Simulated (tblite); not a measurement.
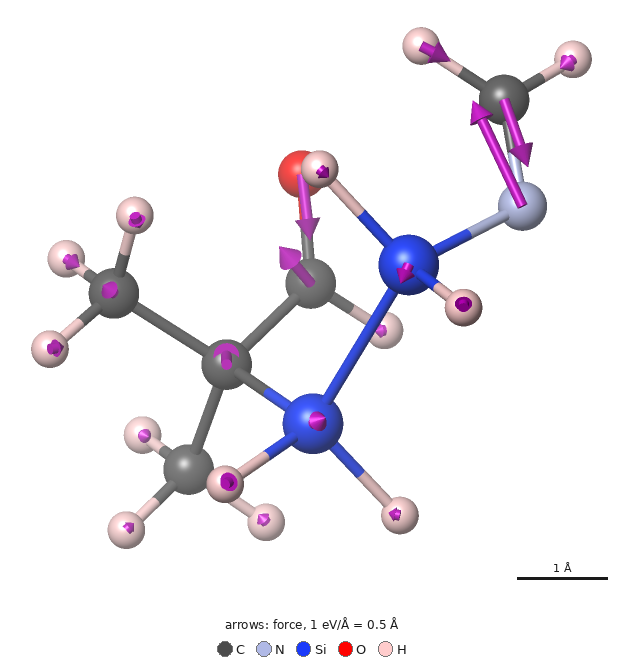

Starting geometry of C5H13NOSi2 with the computed forces as purple arrows. A ball-and-stick model, seen from a free direction.

Level of theory: GFN2-xTB geometry optimisation, gas phase in tblite 0.8.0. 

Is this structure relaxed? If not, where do the atoms go?

It isn't relaxed: the largest force vector, on the N atom, is 2.64 eV/Å. The final displacements have little in common with the starting forces (cosine between the two patterns 0.21). An H atom moves most after the best rigid fit: 0.57 Å. By element the largest moves are H 0.57 Å, O 0.38 Å, Si 0.34 Å, N 0.32 Å, C 0.22 Å. Among the contacts that change: C–C 1.538 → 1.473 Å, C–N 1.292 → 1.249 Å, N–Si 1.749 → 1.714 Å, C–C 1.551 → 1.523 Å. Bond angles that change, for instance: C–N–Si 116.1° → 135.3°, N–Si–H 109.7° → 118.9°, N–Si–H 108.4° → 101.2°. Groups turn about C–C by about 20°. After 125 geometry steps the energy has fallen by 9.80 kcal/mol. The run took 4.3 s on 1 thread of Intel(R) Xeon(R) Processor @ 2.50GHz, on a shared host.
